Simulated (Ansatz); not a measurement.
```xyz
9

H    -0.8650   -0.0023   -1.0222
B     0.4340   -1.2275   -0.2300
C     0.0424    0.2597   -0.4084
C    -0.3481    1.0674    0.7592
H     0.9775   -1.8077   -1.1253
H     0.0971   -1.8356    0.7456
H     0.6707    0.8051   -1.1166
H    -0.0913    2.1158    0.8303
H    -0.9173    0.6252    1.5674
```

The product side of a reaction path; geometry: PBE0-D4/def2-TZVP.

Level of theory: UKS PBE0-D4/def2-TZVPP (Ansatz 0.2.0).

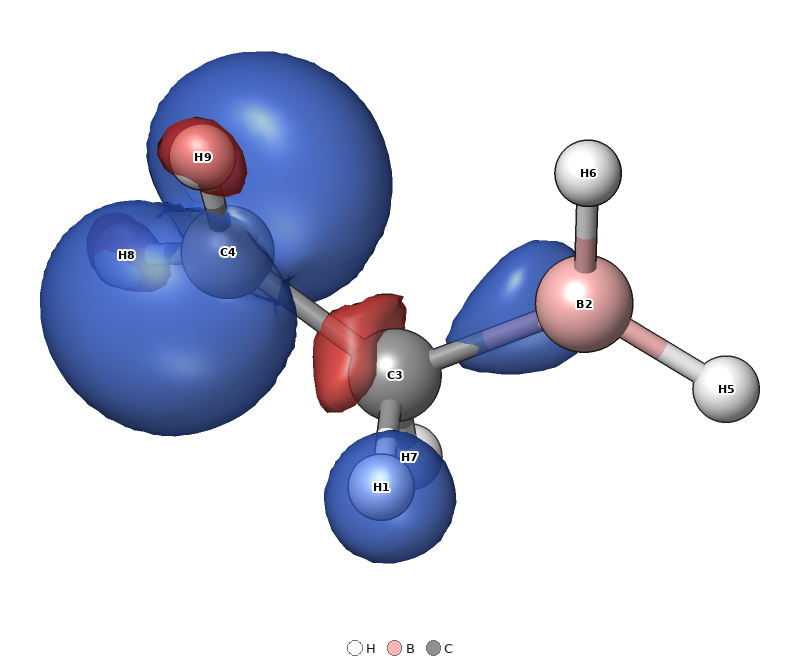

C₂H₆B (doublet). Isosurfaces of the spin density (α minus β) at +0.03 (blue) and −0.03 e/Å³ (red), seen at an oblique angle.

### Describe the spin distribution.

The unpaired spin (1 electron) lies mostly on C4 (about 0.7), in electrons by Hirshfeld's partition.
